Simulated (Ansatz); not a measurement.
# BH3S (SMILES BS) at 6 levels

Aim: a comparison of 6 runs (UHF/STO-3G, B3LYP/STO-3G, SVWN5/STO-3G, MP2/STO-3G, UMP2/STO-3G, BCCD(T)/STO-3G) of BH3S. 

The calculation is run with Ansatz 0.2.0.

54 further runs of the same task are left out: 2 that didn't finish, 52 set aside as unsound or not needed.

**1. The system as given**

BH3S: 5 atoms, total charge 0, spin state singlet. SMILES: `BS`. The S2–B1 distance was set to 4.412 Å, away from the relaxed value. At this shape a bond of the SMILES string is far longer than usual.

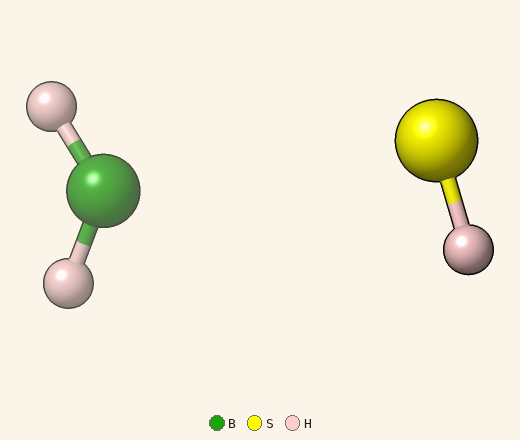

Viewed from a chosen angle; boron green, sulfur yellow, hydrogen pink.

**2. A single-point energy at UHF/STO-3G (run 1)**

Input file run.yaml:

```yaml
crystal:
  periodic: [false, false, false]
  atoms:
    - {symbol: B, position_ang: [-1.222802, -2.907857, 0.451701]}
    - {symbol: S, position_ang: [0.161700, 1.236900, -0.154300]}
    - {symbol: H, position_ang: [-2.393602, -3.043257, 0.627801]}
    - {symbol: H, position_ang: [-0.463602, -3.824457, 0.437801]}
    - {symbol: H, position_ang: [1.476100, 1.004400, -0.313600]}
basis:
  gaussian:
    orbitals: STO-3G
magnetization:
  spin_polarized: true
hamiltonian:
  xc: hf
accuracy: high
```

The run is started by

```sh
$ ansatz run run.yaml --threads 1 --pin off --max-ram 2610MiB --events-out events.jsonl --progress --plain --runs-dir runs
```

Log:

```text
Warning: RAYON_NUM_THREADS=1 ignored (pool sized by the plan → 1); use --threads N
Functional definition: HF
  name "HF"
  exchange = exact_x
  correlation = 0
251 factors; integrals over basis functions are off by at most 3.1e-8 eV
mean field evaluation 1: about -11392.8124 eV, gradient 1.5e1 eV
mean field evaluation 2: about -11392.8089 eV, gradient 1.5e1 eV
mean field evaluation 4: about -11394.0943 eV, gradient 1.1e1 eV
mean field evaluation 8: about -11390.3832 eV, gradient 1.2e1 eV
mean field evaluation 16: about -11401.4351 eV, gradient 8.2e0 eV
mean field evaluation 32: about -11404.8251 eV, gradient 1.3e-4 eV
mean field evaluation 64: about -11404.6734 eV, gradient 2.8e0 eV
mean field evaluation 96: about -11402.8305 eV, gradient 9.7e-1 eV
mean field evaluation 128: about -11394.0937 eV, gradient 1.1e1 eV
mean field -11404.82514451 eV, -419.1195935925 hartree, gradient 2.3e-8 eV, S^2 1.004090; 6 other end points of the search recorded, 0 dependent functions left out
reference -11404.82514451 eV, -419.1195935925 hartree; 12, 12 occupied and 5, 5 virtual orbitals, 251 factors
Total energy: -11404.82514451 eV, -419.1195935925 hartree
```

Run time: 0.24 s. Hardware: 1 thread of Arm Neoverse V1, shared host.

**3. The energy at B3LYP/STO-3G (run 2)**

Input file molecule.yaml:

```yaml
crystal:
  periodic: [false, false, false]
  atoms:
    - {symbol: B, position_ang: [-1.222802, -2.907857, 0.451701]}
    - {symbol: S, position_ang: [0.161700, 1.236900, -0.154300]}
    - {symbol: H, position_ang: [-2.393602, -3.043257, 0.627801]}
    - {symbol: H, position_ang: [-0.463602, -3.824457, 0.437801]}
    - {symbol: H, position_ang: [1.476100, 1.004400, -0.313600]}
basis:
  gaussian:
    orbitals: STO-3G
hamiltonian:
  xc: {name: B3LYP}
accuracy: high
```

The run is started by

```sh
$ ansatz run molecule.yaml --threads 1 --pin off --max-ram 2610MiB --events-out events.jsonl --progress --plain --runs-dir runs
```

Log:

```text
Warning: RAYON_NUM_THREADS=1 ignored (pool sized by the plan → 1); use --threads N
Functional definition: B3LYP
  name "B3LYP"
  parameter a0 = 0.2
  parameter ax = 0.72
  parameter ac = 0.81
  exchange = (1 - a0 - ax)*slater_x + ax*b88_x + a0*exact_x
  correlation = (1 - ac)*vwn_rpa_c + ac*lyp_c
251 factors; integrals over basis functions are off by at most 3.1e-8 eV
mean field evaluation 1: about -11415.3732 eV, gradient 1.9e1 eV
mean field evaluation 2: about -11316.0324 eV, gradient 7.0e1 eV
mean field evaluation 4: about -11415.6512 eV, gradient 1.7e1 eV
mean field evaluation 8: about -11415.6847 eV, gradient 1.6e1 eV
mean field evaluation 16: about -11424.0740 eV, gradient 1.4e-4 eV
mean field -11424.07398715 eV, -419.8269755122 hartree, gradient 2.3e-8 eV, S^2 0.000000; 2 other end points of the search recorded, 0 dependent functions left out
reference -11424.07401872 eV, -419.8269766724 hartree; 12, 12 occupied and 5, 5 virtual orbitals, 251 factors
Total energy: -11424.07401872 eV, -419.8269766724 hartree
```

It took 1 s on 1 thread of Arm Neoverse V1, shared host.

**4. The energy at SVWN5/STO-3G (run 3)**

molecule.yaml: that of step 3 with these lines changed.

```diff
@@ -12,3 +12,3 @@
 hamiltonian:
-  xc: {name: B3LYP}
+  xc: {name: SVWN5}
 accuracy: high
```

The run is started by

```sh
$ ansatz run molecule.yaml --threads 1 --pin off --max-ram 2610MiB --events-out events.jsonl --progress --plain --runs-dir runs
```

Log:

```text
Warning: RAYON_NUM_THREADS=1 ignored (pool sized by the plan → 1); use --threads N
Functional definition: SVWN5
  name "SVWN5"
  exchange = slater_x
  correlation = vwn5_c
251 factors; integrals over basis functions are off by at most 3.1e-8 eV
mean field evaluation 1: about -11367.4629 eV, gradient 1.9e1 eV
mean field evaluation 2: about -11265.4427 eV, gradient 7.5e1 eV
mean field evaluation 4: about -11367.3103 eV, gradient 1.8e1 eV
mean field evaluation 8: about -11376.8006 eV, gradient 1.3e-1 eV
mean field evaluation 16: about -11376.7621 eV, gradient 5.6e-9 eV
mean field evaluation 32: about -11376.7344 eV, gradient 2.8e-1 eV
mean field evaluation 64: about -11376.7551 eV, gradient 2.6e-1 eV
mean field -11376.76207045 eV, -418.0882946427 hartree, gradient 5.6e-9 eV, S^2 0.000000; 6 other end points of the search recorded, 0 dependent functions left out
reference -11376.76207250 eV, -418.0882947181 hartree; 12, 12 occupied and 5, 5 virtual orbitals, 251 factors
Total energy: -11376.76207250 eV, -418.0882947181 hartree
```

It took 1 s on 1 thread of Arm Neoverse V1, shared host.

Runs 4 to 5 aren't shown in full; the table further down has their settings and results.

**5. A single-point energy at BCCD(T)/STO-3G (run 6)**

Input file input.yaml:

```yaml
basis:
  gaussian: {orbitals: STO-3G}
crystal:
  periodic: [false, false, false]
  atoms:
    - {symbol: B, position_ang: [-1.222802, -2.907857, 0.451701]}
    - {symbol: S, position_ang: [0.161700, 1.236900, -0.154300]}
    - {symbol: H, position_ang: [-2.393602, -3.043257, 0.627801]}
    - {symbol: H, position_ang: [-0.463602, -3.824457, 0.437801]}
    - {symbol: H, position_ang: [1.476100, 1.004400, -0.313600]}
correlation: {method: bccd_t, frozen_orbitals: {B: 1, H: 0, S: 5}}
accuracy: high
scf: {omitted_lower_state_checks: [cluster_reference, increment]}
```

The run is started by

```sh
$ ansatz run input.yaml --threads 1 --pin off --max-ram 2610MiB --events-out events.jsonl --progress --plain --runs-dir runs
```

Log, shortened:

```text
Warning: RAYON_NUM_THREADS=1 ignored (pool sized by the plan → 1); use --threads N
[... 2 set-up lines as earlier in the session ...]
[...]
251 factors; integrals over basis functions are off by at most 3.1e-8 eV
[...]
mean field -11398.95766386 eV, -418.9039676560 hartree, gradient 3.0e-8 eV, S^2 0.000000; 3 other end points of the search recorded, 0 dependent functions left out; unrestricted orbitals would lower it
6 core orbitals not correlated: weight in the atoms' cores, before any rotation towards them, 1.000 or more for the frozen orbitals, at most 0.000 for the correlated occupied ones
reference -11398.95766386 eV, -418.9039676560 hartree; 6, 6 occupied and 5, 5 virtual orbitals, 251 factors
second order -6.15174567 eV of doubles, -0.00000000 eV of singles
cycle   1  -3.36154829 eV  change    -1.4e0 eV  update   1.6e-1
[...]
cycle  42  -7.39070378 eV  change   5.2e-10 eV  update  2.0e-10
perturbative correction -0.12089878 eV, -0.0044429482 hartree
WARN: these amplitudes may be one of several solutions (largest doubles amplitude 0.95, level shift 13.95 eV)
Total energy: -11406.46926643 eV, -419.1800139586 hartree
Checks for a lower state left out: cluster_reference, increment
```

Wall time 0.2 s (1 thread of Arm Neoverse V1, shared host).

**6. The series**

```
run           level  frozen core orbitals  energy (Eh)  wall time
  1      UHF/STO-3G                     –  -419.119594     0.24 s
  2    B3LYP/STO-3G                     –  -419.826977        1 s
  3    SVWN5/STO-3G                     –  -418.088295        1 s
  4      MP2/STO-3G                     6  -419.130040     0.14 s
  5     UMP2/STO-3G                     6  -419.158049      0.3 s
  6  BCCD(T)/STO-3G                     6  -419.180014      0.2 s
```

**7. What came out**

| quantity | value |
| --- | --- |
| run 6: total energy | -419.18001 Eh |
| run 6: correlation energy (6 core orbitals frozen) | -276.0 mEh |
| run 6: (T) correction | -4.44 mEh |

**Reading.** Below the UHF energy at the same shape and in the same basis (STO-3G): MP2 -10.4 mEh; UMP2 -38.5 mEh; BCCD(T) -60.4 mEh. Some of these start from another determinant than that one, so these aren't their correlation energies. Totals of different functionals can't be ranked against each other. In runs 4, 6 the log says that unrestricted orbitals would lower the reference, so the values rest on an unstable closed-shell determinant (other closed-shell runs at this shape may share the fault). In runs 1, 2, 3, 4, 5, 6 the basis is minimal, so the values are rough. Spin contamination of the reference: run 1 ⟨S²⟩ = 1.00, run 5 ⟨S²⟩ = 1.00. Where it is this large, the reference is a mixture of spin states, and values that rest on it are in doubt. All runs together took 2.9 s, the longest 1 s.
